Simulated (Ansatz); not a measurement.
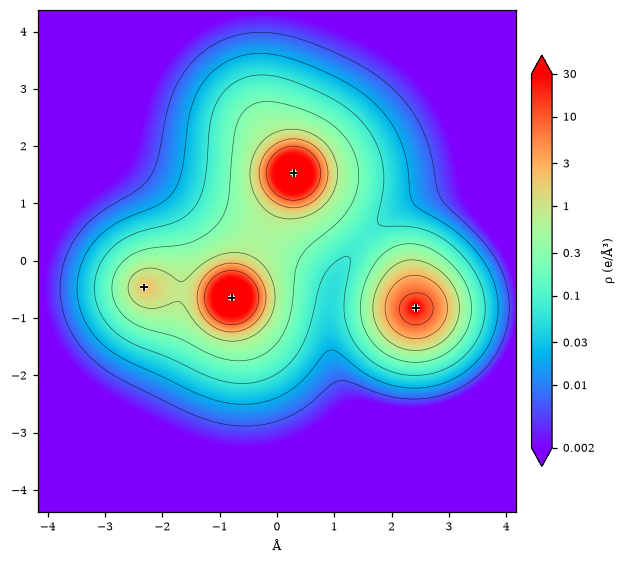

The total electron density on a plane through atoms (crosses mark nuclei in the plane).

These are results of Ansatz, UKS PBE0-D4/def2-SVP, not measurements.

Candidates:
A. Ge2H5···HF (doublet)
B. BClH3O (doublet)

Which candidate gave the map?

Candidate A: Ge2H5···HF on the plane of atoms Ge1, Ge3 and H5, which holds Ge, H and F. Ge–Ge (2.42 Å): ρ at the midpoint is about 0.56 e/Å³. Ge–H (1.54 Å): ρ at the midpoint is about 1 e/Å³.
